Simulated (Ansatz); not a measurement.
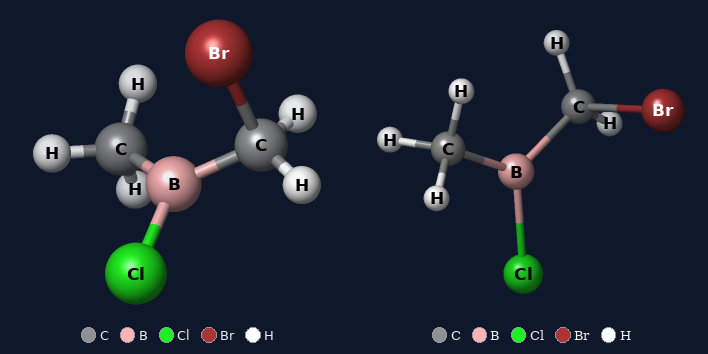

Two views of one molecule.

Computed geometry: PBE0-D4/def2-TZVP optimisation.

Question: Count the atoms of each element.

Answer: C2H5BBrCl, 10 atoms: 2 carbon, 5 hydrogen, 1 boron, 1 bromine and 1 chlorine.

Question: How many atoms are distinct by symmetry?

Answer: 10: 1 C, 1 B, 1 Cl, 1 C, 1 Br, 1 H, 1 H, 1 H, 1 H, 1 H.

Question: Give the symmetry (Schoenflies symbol).

Answer: C1.

More results for the same structure follow; atom numbers are the same in all pictures, views and colours differ.

**Charges**

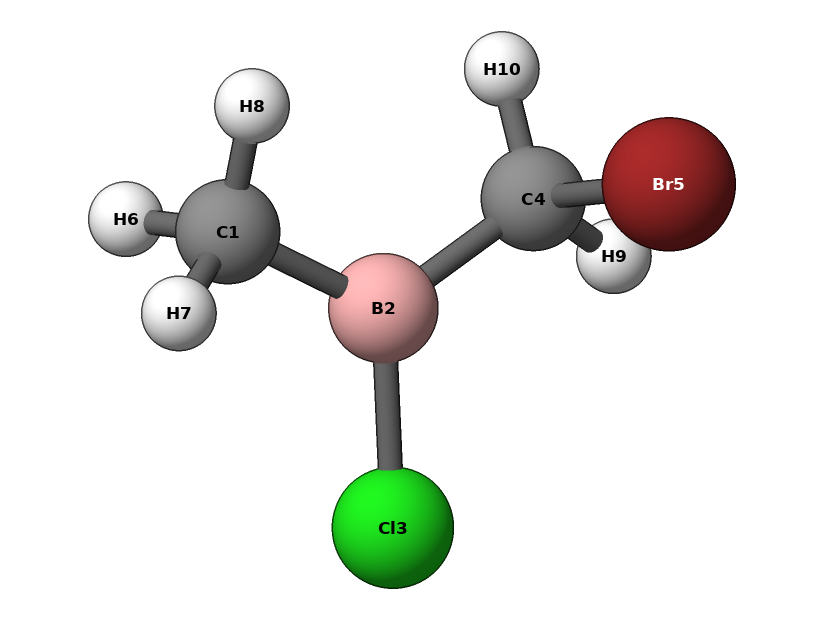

The questions are on Mulliken charges. Level of theory: RKS PBE-D4/def2-TZVPP (Ansatz 0.2.0).

Give the Mulliken charges atom by atom.

```csv
atom,value (e)
C1,−0.32
B2,0.08
Cl3,−0.13
C4,−0.17
Br5,−0.09
H6,0.11
H7,0.11
H8,0.10
H9,0.14
H10,0.15
```

**Dipole moment**

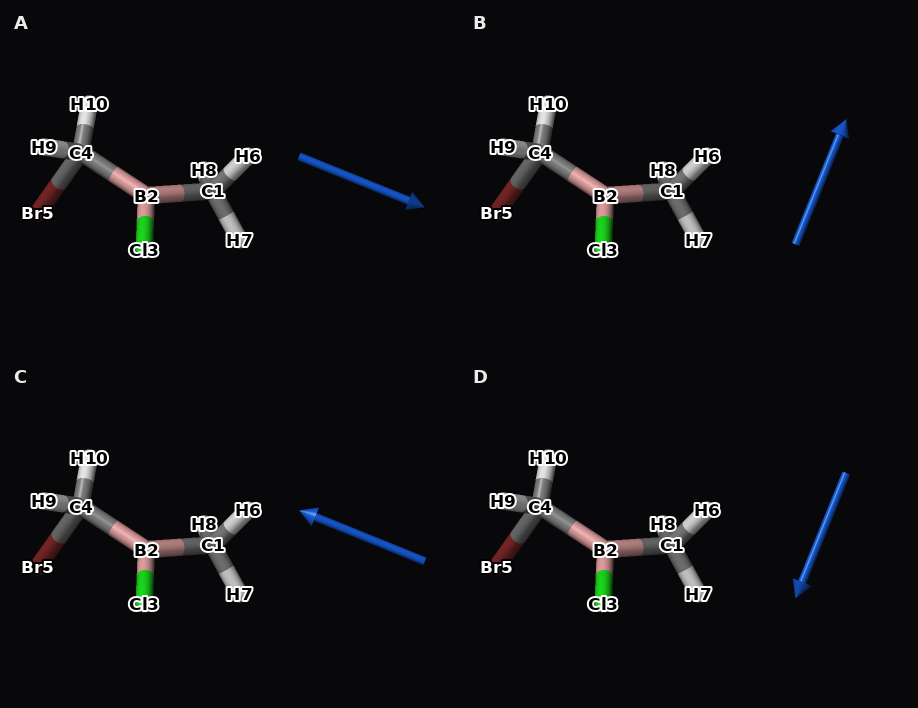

The same molecule four times, each with an arrow. Method: RKS B3LYP-D4/def2-TZVPP (Ansatz 0.2.0).

Question: Which arrow points along the dipole moment, from the negative to the positive end?

Answer: B. The dipole moment is 1.86 D; it points from the side of Cl3, Br5 to the side of H6 (the outermost atoms at the two ends).

**Electronic properties**

Level of theory: RKS r2SCANh-D4/def2-TZVPP (Ansatz 0.2.0).

Predict the main results.

- HOMO energy (Kohn–Sham orbital): −7.52 eV
- LUMO energy (Kohn–Sham orbital): −1.82 eV
- HOMO–LUMO gap: 5.70 eV
- dispersion correction: −6.4 kJ/mol

Mulliken values depend strongly on the basis set and can even reverse the polarity of a bond.
